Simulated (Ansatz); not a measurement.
**SiAs+ (quintet): one geometry, many settings**

What do other methods and options give for SiAs+ (quintet) at this geometry, and how long do they take?

The runs use Ansatz 0.2.0, Gaussian basis; the settings change from run to run.

19 further runs of the same task are left out: 6 that didn't finish, 13 set aside as unsound or not needed. Runs told in other sessions of the task aren't counted.

## 1. What is computed

The geometry is a PBE0/def2-TZVP stationary point (not a proven minimum) of the parent state, kept for this charge and spin. No spin-orbit coupling is included. The filled d shell of As may be among the frozen orbitals whatever the setting's name suggests.

2 atoms, charge 1, spin multiplicity 5.

Atoms are counted from 1 here; the program's logs count them from 0.

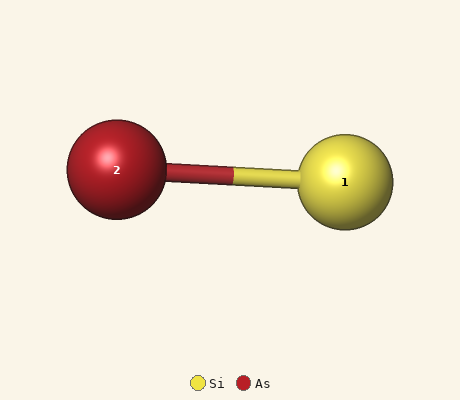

The structure; silicon yellow, arsenic red; atoms are numbered from 1 in the order of the file.

## 2. CCSD on UHF/cc-pVDZ

in.yaml reads:

```yaml
crystal:
  periodic: [false, false, false]
  atoms:
    - {symbol: Si, position_ang: [0.000000, 0.000000, 0.000000]}
    - {symbol: As, position_ang: [0.000000, 0.000000, 2.453600]}
basis:
  gaussian: {orbitals: cc-pVDZ}
total_charge: 1
magnetization: {spin_polarized: true, initial_magnetization: 4}
correlation: {method: ccsd, electrons: outside_noble_gas}
output: {forces: true}
```

On the command line:

```sh
$ ansatz run in.yaml --threads 1 --pin off --events-out ev --progress --plain --max-ram 2393MiB
```

Output, shortened:

```text
Functional definition: HF
  name "HF"
  cite "Fock, Z. Phys. 61, 126 (1930) doi:10.1007/BF01340294"
  parent pbe
[...]
514 factors; integrals over basis functions are off by at most 1.2e-3 eV
[...]
mean field -68647.59478647 eV, -2522.7525773918 hartree, gradient 6.4e-6 eV, S^2 6.022814; 4 other end points of the search recorded, 0 dependent functions left out
determinant -68647.59478647 eV, -2522.7525773918 hartree, with singles and doubles -68651.24767448 eV, -2522.8868185501 hartree
determinant -68644.72421074 eV, -2522.6470856793 hartree, with singles and doubles -68648.03223196 eV, -2522.7686532172 hartree
determinant -68644.33722663 eV, -2522.6328642757 hartree, with singles and doubles -68648.21706501 eV, -2522.7754457062 hartree
19 core orbitals not correlated: weight in the atoms' cores, before any rotation towards them, 1.000 or more for the frozen orbitals, at most 0.000 for the correlated occupied ones
reference -68647.59478647 eV, -2522.7525773918 hartree; 6, 2 occupied and 20, 24 virtual orbitals, 514 factors
second order -2.80708816 eV of doubles, -0.00000000 eV of singles
cycle   1  -3.65242475 eV  change    4.6e-4 eV  update   1.1e-3
[...]
cycle   9  -3.65240642 eV  change    2.7e-7 eV  update   5.4e-7
[...]
Total energy: -68651.24719289 eV, -2522.8868008520 hartree
Atom 0 at     0.000000     0.000000     0.000000 Å, force     0.000000     0.000000    -1.216695 eV/Å
Atom 1 at     0.000000     0.000000     2.453600 Å, force    -0.000000     0.000000     1.216695 eV/Å
Dipole moment:    -0.000000    -0.000000    -0.603946 e Å
```

Wall time 4 s (1 thread of Arm Neoverse V1, shared host).

From the report: ⟨S²⟩ of the determinant 6.023 (pure quintet: 6.00); correlation -3.6524 eV; T1 0.024; largest double amplitude 0.09.

## 3. FCI/STO-3G

in.yaml reads:

```yaml
crystal:
  periodic: [false, false, false]
  atoms:
    - {symbol: Si, position_ang: [0.000000, 0.000000, 0.000000]}
    - {symbol: As, position_ang: [0.000000, 0.000000, 2.453600]}
basis:
  gaussian: {orbitals: STO-3G}
total_charge: 1
magnetization: {spin_polarized: false, initial_magnetization: 4}
correlation: {method: fci, electrons: valence}
output: {forces: true}
```

The command is unchanged.

Output, shortened:

```text
Functional definition: HF
  name "HF"
  cite "Fock, Z. Phys. 61, 126 (1930) doi:10.1007/BF01340294"
  parent pbe
[...]
350 factors; integrals over basis functions are off by at most 3.9e-8 eV
[...]
mean field -67882.48629021 eV, -2494.6353587633 hartree, gradient 3.9e-6 eV, S^2 6.000000; 2 other end points of the search recorded, 0 dependent functions left out
[...]
14 core orbitals not correlated: weight in the atoms' cores, before any rotation towards them, 1.000 or more for the frozen orbitals, at most 0.000 for the correlated occupied ones
reference -67882.48629021 eV, -2494.6353587633 hartree; 11, 7 occupied and 2, 6 virtual orbitals, 350 factors
state -67883.50302005 eV, -2494.6727228959 hartree
[...]
Total energy: -67883.50302005 eV, -2494.6727228959 hartree
Atom 0 at     0.000000     0.000000     0.000000 Å, force    -0.000000     0.000000    -0.753208 eV/Å
Atom 1 at     0.000000     0.000000     2.453600 Å, force     0.000000    -0.000000     0.753208 eV/Å
Dipole moment:     0.000000    -0.000000    -0.726471 e Å
```

Run time: 1.3 s. Hardware: 1 thread of Arm Neoverse V1, shared host.

From the report: 33,432 determinants, symmetry B2.

## 4. MP2 on ROHF/6-31G

in.yaml reads:

```yaml
crystal:
  periodic: [false, false, false]
  atoms:
    - {symbol: Si, position_ang: [0.000000, 0.000000, 0.000000]}
    - {symbol: As, position_ang: [0.000000, 0.000000, 2.453600]}
basis:
  gaussian: {orbitals: 6-31G}
total_charge: 1
magnetization: {spin_polarized: false, initial_magnetization: 4}
correlation: {method: mp2, electrons: all}
scf: {lower_state_search: off}
output: {forces: true}
```

Same command.

Output, shortened:

```text
Functional definition: HF
  name "HF"
  cite "Fock, Z. Phys. 61, 126 (1930) doi:10.1007/BF01340294"
  parent pbe
[...]
390 factors; integrals over basis functions are off by at most 4.5e-4 eV
[...]
mean field -68638.12498008 eV, -2522.4045684257 hartree, gradient 1.9e-6 eV, S^2 6.000000; 0 other end points of the search recorded, 0 dependent functions left out
reference -68638.12498008 eV, -2522.4045684257 hartree; 25, 21 occupied and 17, 21 virtual orbitals, 390 factors
second order -6.74407359 eV of doubles, -0.06112789 eV of singles
[...]
Total energy: -68644.93018155 eV, -2522.6546549673 hartree
Atom 0 at     0.000000     0.000000     0.000000 Å, force     0.000000     0.000000    -1.659455 eV/Å
Atom 1 at     0.000000     0.000000     2.453600 Å, force    -0.000000    -0.000000     1.659455 eV/Å
Dipole moment:    -0.000000     0.000000    -0.670346 e Å
Checks for a lower state left out: starts, cluster_reference, orbital_swaps, neighbouring_geometries, increment
```

It took 1.1 s on 1 thread of Arm Neoverse V1, shared host.

## 5. MRCISD+Q(6,8)/cc-pVDZ

in.yaml reads:

```yaml
crystal:
  periodic: [false, false, false]
  atoms:
    - {symbol: Si, position_ang: [0.000000, 0.000000, 0.000000]}
    - {symbol: As, position_ang: [0.000000, 0.000000, 2.453600]}
basis:
  gaussian: {orbitals: cc-pVDZ}
total_charge: 1
magnetization: {spin_polarized: false, initial_magnetization: 4}
correlation: {method: fic_mrcisd_q, electrons: outside_noble_gas, active_space: {window: {electrons: 6, orbitals: 8}}}
accuracy: high
```

Same command.

Output, shortened:

```text
Functional definition: HF
  name "HF"
  cite "Fock, Z. Phys. 61, 126 (1930) doi:10.1007/BF01340294"
  parent pbe
[...]
829 factors; integrals over basis functions are off by at most 4.5e-9 eV
[...]
mean field -68647.42704710 eV, -2522.7464130835 hartree, gradient 2.6e-8 eV, S^2 6.000000; 3 other end points of the search recorded, 0 dependent functions left out
reference -68647.42704710 eV, -2522.7464130835 hartree; 25, 21 occupied and 20, 24 virtual orbitals, 829 factors
state -68648.47574058 eV, -2522.7849518582 hartree
contracted CI cycle   1: correlation 0.00000000 eV, 0.0000000000 hartree, residual 1.05e1 eV
contracted CI cycle   2: correlation -2.66135362 eV, -0.0978029415 hartree, residual 1.70e0 eV
contracted CI cycle   3: correlation -2.72491317 eV, -0.1001387120 hartree, residual 3.68e-1 eV
contracted CI cycle   4: correlation -2.72805395 eV, -0.1002541337 hartree, residual 1.01e-1 eV
contracted CI cycle   5: correlation -2.72826934 eV, -0.1002620491 hartree, residual 2.75e-2 eV
contracted CI cycle   6: correlation -2.72828613 eV, -0.1002626661 hartree, residual 6.94e-3 eV
contracted CI cycle   7: correlation -2.72828730 eV, -0.1002627088 hartree, residual 1.77e-3 eV
contracted CI cycle   8: correlation -2.72828737 eV, -0.1002627116 hartree, residual 4.90e-4 eV
contracted CI cycle   9: correlation -2.72828738 eV, -0.1002627118 hartree, residual 1.43e-4 eV
contracted CI cycle  10: correlation -2.72828738 eV, -0.1002627118 hartree, residual 4.41e-5 eV
contracted CI cycle  11: correlation -2.72828738 eV, -0.1002627118 hartree, residual 1.44e-5 eV
contracted CI cycle  12: correlation -2.72828738 eV, -0.1002627118 hartree, residual 4.83e-6 eV
state -68648.47574058 eV, -2522.7849518582 hartree; corrected -68651.40577238 eV, -2522.8926285409 hartree
Total energy: -68651.40577238 eV, -2522.8926285409 hartree
```

Run time: 11 s. Hardware: 1 thread of Arm Neoverse V1, shared host.

From the report: 116 determinants; active occupations 1.93, 1.00, 1.00, 0.99, 0.99, 0.04, 0.03, 0.01.

## 6. CASSCF(4,5)/cc-pVDZ

Edit in.yaml of step 5 so:

```diff
@@ -9,3 +9,2 @@
 magnetization: {spin_polarized: false, initial_magnetization: 4}
-correlation: {method: fic_mrcisd_q, electrons: outside_noble_gas, active_space: {window: {electrons: 6, orbitals: 8}}}
-accuracy: high
+correlation: {active_space: {window: {electrons: 4, orbitals: 5}}}
```

The command is unchanged.

Output:

```text
Functional definition: HF
  name "HF"
  cite "Fock, Z. Phys. 61, 126 (1930) doi:10.1007/BF01340294"
  parent pbe
  exchange = exact_x
  correlation = 0
514 factors; integrals over basis functions are off by at most 1.2e-3 eV
mean field evaluation 1: about -68647.0464 eV, gradient 5.3e0 eV
mean field evaluation 2: about -68647.0501 eV, gradient 5.3e0 eV
mean field evaluation 4: about -68647.4195 eV, gradient 6.1e-1 eV
mean field evaluation 8: about -68647.4270 eV, gradient 5.5e-3 eV
mean field evaluation 16: about -68647.4270 eV, gradient 1.6e-4 eV
mean field evaluation 32: about -68647.3974 eV, gradient 1.2e0 eV
mean field -68647.42699177 eV, -2522.7464110504 hartree, gradient 9.1e-6 eV, S^2 6.000000; 3 other end points of the search recorded, 0 dependent functions left out
reference -68647.42699177 eV, -2522.7464110504 hartree; 25, 21 occupied and 20, 24 virtual orbitals, 514 factors
state -68647.42699177 eV, -2522.7464110504 hartree
Total energy: -68647.42699177 eV, -2522.7464110504 hartree
```

Wall time 2.1 s (1 thread of Arm Neoverse V1, shared host).

From the report: 5 determinants; active occupations 1.00, 1.00, 1.00, 1.00, 0.00. With so small a space the active step adds no correlation: the energy is the mean field's.

## 7. BCCD on UHF/cc-pVDZ

in.yaml reads:

```yaml
crystal:
  periodic: [false, false, false]
  atoms:
    - {symbol: Si, position_ang: [0.000000, 0.000000, 0.000000]}
    - {symbol: As, position_ang: [0.000000, 0.000000, 2.453600]}
basis:
  gaussian: {orbitals: cc-pVDZ, point_charges: [{charge: 0.50, position_ang: [4.696, -0.677, 0.956]}]}
total_charge: 1
magnetization: {spin_polarized: true, initial_magnetization: 4}
correlation: {method: bccd, electrons: valence}
accuracy: high
scf: {omitted_lower_state_checks: [cluster_reference]}
output: {forces: true}
```

The command is unchanged.

Output, shortened:

```text
Functional definition: HF
  name "HF"
  cite "Fock, Z. Phys. 61, 126 (1930) doi:10.1007/BF01340294"
  parent pbe
[...]
829 factors; integrals over basis functions are off by at most 4.5e-9 eV
[...]
mean field -68646.19155900 eV, -2522.7010097333 hartree, gradient 1.9e-8 eV, S^2 6.022637; 4 other end points of the search recorded, 0 dependent functions left out
14 core orbitals not correlated: weight in the atoms' cores, before any rotation towards them, 1.000 or more for the frozen orbitals, at most 0.000 for the correlated occupied ones
reference -68646.19155900 eV, -2522.7010097333 hartree; 11, 7 occupied and 20, 24 virtual orbitals, 829 factors
second order -3.23163271 eV of doubles, -0.00000000 eV of singles
cycle   1  -3.79871026 eV  change   -5.7e-1 eV  update   7.3e-2
[...]
cycle  24  -4.04512095 eV  change  -4.5e-10 eV  update   1.1e-9
[...]
Total energy: -68650.23667994 eV, -2522.8496651861 hartree
Atom 0 at     0.000000     0.000000     0.000000 Å, force    -0.129012     0.018599    -1.226986 eV/Å
Atom 1 at     0.000000     0.000000     2.453600 Å, force    -0.119198     0.017184     1.238736 eV/Å
Dipole moment:    -0.079287     0.011430    -0.601671 e Å
Checks for a lower state left out: cluster_reference
```

It took 12 s on 1 thread of Arm Neoverse V1, shared host.

From the report: ⟨S²⟩ of the determinant 6.023 (pure quintet: 6.00); correlation -4.0451 eV; largest double amplitude 0.08.

## 8. BCCD(T) on UHF/cc-pVDZ

in.yaml reads:

```yaml
crystal:
  periodic: [false, false, false]
  atoms:
    - {symbol: Si, position_ang: [0.000000, 0.000000, 0.000000]}
    - {symbol: As, position_ang: [0.000000, 0.000000, 2.453600]}
basis:
  gaussian: {orbitals: cc-pVDZ}
total_charge: 1
magnetization: {spin_polarized: true, initial_magnetization: 4}
correlation: {method: bccd_t, electrons: outside_noble_gas, diis_vectors: 1}
accuracy: high
output: {forces: true}
```

The command is unchanged.

Output, shortened:

```text
Functional definition: HF
  name "HF"
  cite "Fock, Z. Phys. 61, 126 (1930) doi:10.1007/BF01340294"
  parent pbe
[...]
829 factors; integrals over basis functions are off by at most 4.5e-9 eV
[...]
mean field -68647.59484042 eV, -2522.7525793745 hartree, gradient 1.5e-8 eV, S^2 6.022814; 4 other end points of the search recorded, 0 dependent functions left out
determinant -68647.59484042 eV, -2522.7525793745 hartree, with singles and doubles -68651.24773146 eV, -2522.8868206443 hartree
determinant -68644.72428413 eV, -2522.6470883764 hartree, with singles and doubles -68648.03230080 eV, -2522.7686557469 hartree
determinant -68644.33727744 eV, -2522.6328661429 hartree, with singles and doubles -68648.21711722 eV, -2522.7754476250 hartree
19 core orbitals not correlated: weight in the atoms' cores, before any rotation towards them, 1.000 or more for the frozen orbitals, at most 0.000 for the correlated occupied ones
reference -68647.59484042 eV, -2522.7525793745 hartree; 6, 2 occupied and 20, 24 virtual orbitals, 829 factors
second order -2.80708991 eV of doubles, -0.00000000 eV of singles
cycle   1  -3.64860672 eV  change    4.3e-3 eV  update   8.2e-3
[...]
cycle  35  -3.64476059 eV  change   4.3e-10 eV  update  6.8e-10
perturbative correction -0.11701668 eV, -0.0043002835 hartree
[...]
Total energy: -68651.35661769 eV, -2522.8908221393 hartree
Atom 0 at     0.000000     0.000000     0.000000 Å, force     0.000000    -0.000000    -1.145736 eV/Å
Atom 1 at     0.000000     0.000000     2.453600 Å, force    -0.000000     0.000000     1.145736 eV/Å
Dipole moment:     0.000000    -0.000000    -0.591965 e Å
```

Run time: 8.5 s. Hardware: 1 thread of Arm Neoverse V1, shared host.

From the report: ⟨S²⟩ of the determinant 6.023 (pure quintet: 6.00); correlation -3.7618 eV; largest double amplitude 0.09.

## 9. CASSCF(6,8)/def2-mTZVP

in.yaml reads:

```yaml
crystal:
  periodic: [false, false, false]
  atoms:
    - {symbol: Si, position_ang: [0.000000, 0.000000, 0.000000]}
    - {symbol: As, position_ang: [0.000000, 0.000000, 2.453600]}
basis:
  gaussian: {orbitals: def2-mTZVP}
total_charge: 1
magnetization: {spin_polarized: false, initial_magnetization: 4}
correlation: {active_space: {window: {electrons: 6, orbitals: 8}, states: [{multiplicity: 5, weights: [0.5, 1, 0.5, 1]}, {multiplicity: 7, weights: [1]}]}}
```

Same command.

Output, shortened:

```text
Functional definition: HF
  name "HF"
  cite "Fock, Z. Phys. 61, 126 (1930) doi:10.1007/BF01340294"
  parent pbe
[...]
784 factors; integrals over basis functions are off by at most 1.9e-7 eV
[...]
mean field -68648.09448485 eV, -2522.7709409686 hartree, gradient 2.4e-6 eV, S^2 6.000000; 3 other end points of the search recorded, 0 dependent functions left out
reference -68648.09448485 eV, -2522.7709409686 hartree; 25, 21 occupied and 33, 37 virtual orbitals, 784 factors
state -68648.96704331 eV, -2522.8030069005 hartree
state -68648.91094643 eV, -2522.8009453783 hartree
state -68646.13729332 eV, -2522.6990155064 hartree
state -68645.87114590 eV, -2522.6892347691 hartree
state -68644.88845887 eV, -2522.6531216868 hartree
Total energy: -68646.80567988 eV, -2522.7235782594 hartree
```

Wall time 32 s (1 thread of Arm Neoverse V1, shared host).

From the report: 448 determinants; active occupations (of the averaged states) 1.59, 1.01, 1.00, 0.86, 0.77, 0.75, 0.02, 0.00.

## 10. CCSDT on ROHF/def2-SVPD

in.yaml reads:

```yaml
crystal:
  periodic: [false, false, false]
  atoms:
    - {symbol: Si, position_ang: [0.000000, 0.000000, 0.000000]}
    - {symbol: As, position_ang: [0.000000, 0.000000, 2.453600]}
basis:
  gaussian: {orbitals: def2-SVPD}
total_charge: 1
magnetization: {spin_polarized: false, initial_magnetization: 4}
correlation: {method: ccsdt, electrons: outside_noble_gas}
scf: {omitted_lower_state_checks: [cluster_reference]}
output: {forces: true}
```

The command is unchanged.

Output, shortened:

```text
Functional definition: HF
  name "HF"
  cite "Fock, Z. Phys. 61, 126 (1930) doi:10.1007/BF01340294"
  parent pbe
[...]
901 factors; integrals over basis functions are off by at most 1.9e-7 eV
[...]
mean field -68638.06152580 eV, -2522.4022365240 hartree, gradient 6.0e-6 eV, S^2 6.000000; 3 other end points of the search recorded, 0 dependent functions left out
19 core orbitals not correlated: weight in the atoms' cores, before any rotation towards them, 1.000 or more for the frozen orbitals, at most 0.000 for the correlated occupied ones
reference -68638.06152580 eV, -2522.4022365240 hartree; 6, 2 occupied and 37, 41 virtual orbitals, 901 factors
second order -3.03798701 eV of doubles, -0.08773531 eV of singles
cycle   1  -3.70780862 eV  change   -5.8e-1 eV  update   7.9e-2
[...]
cycle  16  -4.11277469 eV  change   -1.8e-7 eV  update   3.4e-7
[...]
Total energy: -68642.17430049 eV, -2522.5533782062 hartree
Atom 0 at     0.000000     0.000000     0.000000 Å, force    -0.000000    -0.000000    -1.077588 eV/Å
Atom 1 at     0.000000     0.000000     2.453600 Å, force     0.000000     0.000000     1.077588 eV/Å
Dipole moment:     0.000000     0.000000    -0.575485 e Å
Checks for a lower state left out: cluster_reference
```

It took 88 s on 1 thread of Arm Neoverse V1, shared host; peak memory 0.83 GiB.

From the report: correlation -4.1128 eV; T1 0.028; largest double amplitude 0.09.

## 11. All runs side by side

Where basis and cores are those of an earlier UCCSDT(Q)/cc-pVDZ run (-68651.3943 eV), and the records show the same count of frozen orbitals and kind of state, the miss against it is given; a blank cell means that this couldn't be shown.

| level | correlated | functions | energy (eV) | from UCCSDT(Q) (meV) | time |
| --- | --- | --- | --- | --- | --- |
| CCSD on UHF/cc-pVDZ | outside noble gas | 45 | -68651.2472 | 147.1 | 4 s |
| FCI/STO-3G | valence | 27 | -67883.5030 |  | 1.3 s |
| MP2 on ROHF/6-31G | all | 42 | -68644.9302 |  | 1.1 s |
| MRCISD+Q(6,8)/cc-pVDZ | outside noble gas | 45 | -68651.4058 | -11.5 | 11 s |
| CASSCF(4,5)/cc-pVDZ |  | 45 | -68647.4270 | 3967.3 | 2.1 s |
| BCCD on UHF/cc-pVDZ (beside a point charge) | valence | 45 | -68650.2367 |  | 12 s |
| BCCD(T) on UHF/cc-pVDZ | outside noble gas | 45 | -68651.3566 | 37.6 | 8.5 s |
| CASSCF(6,8)/def2-mTZVP (mean of several states) |  | 58 | -68646.8057 |  | 32 s |
| CCSDT on ROHF/def2-SVPD | outside noble gas | 62 | -68642.1743 |  | 88 s |

## 12. Outcome

```
quantity                          value
    runs                              9
quickest       MP2 on ROHF/6-31G, 1.1 s
 slowest  CCSDT on ROHF/def2-SVPD, 88 s
```

In words: Total energies in different bases, with other cores or another treatment of relativity can't be set against each other. «valence» and «outside noble gas» are the program's key words; the logs give how many orbitals each freezes, and for Ga to Kr the 3d shell needn't follow the word's plain sense. CCSDT on ROHF/def2-SVPD took 80 times as long as MP2 on ROHF/6-31G; the jobs differ in more than the method. Among the correlated runs with a miss given, it spans -12 to +147 meV. Hartree-Fock, CASSCF and CASCI lack dynamic correlation by design.
